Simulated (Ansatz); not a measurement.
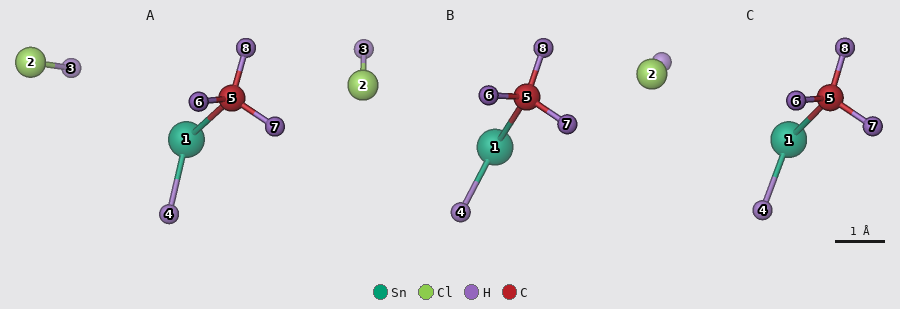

3 geometries from one relaxation of CH₅ClSn, in shuffled order. The picture is a ball-and-stick view, seen at a tilt.

The run prepares an end point of a later path (reaction) calculation, from a guessed geometry.

Method: Ansatz 0.2.0, RKS BHLYP-D4/def2-SVP. Settings: no spin polarisation; force threshold 0.03 eV/Å; at most 50 steps.

**Put them in the order of the run, from the start to the converged end.**

A, C, B. They are steps 0, 5, 12, at +3.82 kcal/mol, +1.13 kcal/mol relative to the last. After 10 accepted moves (12 points after the start) the energy has fallen by 3.82 kcal/mol. The largest force component goes from 1.3 to 0.028 eV/Å. The line search rejected the trial steps at points 2, 6 of the run. Cl2 moves most after the best rigid fit: 0.84 Å. By element the largest moves are Cl 0.84 Å, H 0.45 Å, Sn 0.26 Å, C 0.13 Å. Near-neighbour distances that change, for instance: Sn1–Cl2 3.605 → 3.052 Å, Cl2–H3 1.328 → 1.282 Å, Sn1–C5 2.196 → 2.210 Å, Sn1–H4 1.769 → 1.776 Å. Bond angles that change, for instance: Sn1–C5–H6 109.5° → 111.7°.

Limits of the set-up: the start holds two separate molecules, 2.9 Å apart at their closest, whose relative position is a soft coordinate.
